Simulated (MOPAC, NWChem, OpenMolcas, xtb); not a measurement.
**How methods differ on BH3O (BH2(OH))**

The species is BH3O (5 atoms), meant as a singlet with charge 0. SMILES: `[H]B([H])O`. The coordinates come from a GFN2-xTB relaxation.

Quantity: the dipole moment, in D. The values are calculated.

```tsv
level	kind	program	value (D)	CPU time
GFN2-xTB	semi-empirical	xtb	1.92	under 2 s
PM6	semi-empirical	MOPAC	1.56	under 2 s
GFN0-xTB	semi-empirical	xtb	1.80	under 2 s
GFN1-xTB	semi-empirical	xtb	2.18	under 2 s
HF/STO-3G	Hartree–Fock	OpenMolcas	1.64	1.6 s
SVWN5/STO-3G	LDA	OpenMolcas	2.08	3.7 s
PBE/STO-3G	GGA	OpenMolcas	2.03	4.2 s
r2SCAN/STO-3G	meta-GGA	OpenMolcas	1.96	4.8 s
M06-L/6-311++G**	meta-GGA	NWChem	1.73	6.2 s
B3LYP/STO-3G	global hybrid	OpenMolcas	1.93	4.1 s
```

The values span 1.56 to 2.18 D. Sets without polarisation functions give poor dipoles. CPU times are rough (shared hosts, several kinds of processor): they show what a rung costs within a factor of a few.

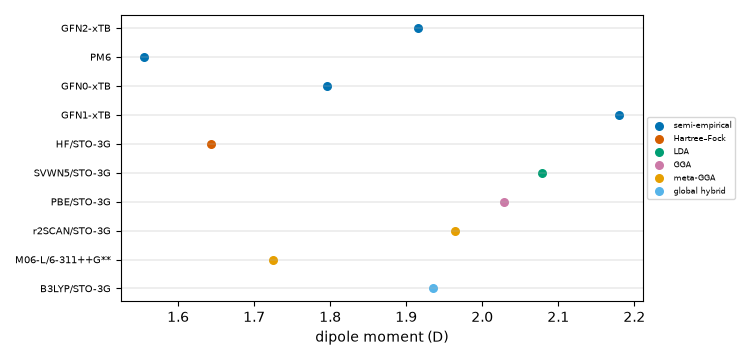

The values of the table, level by level.
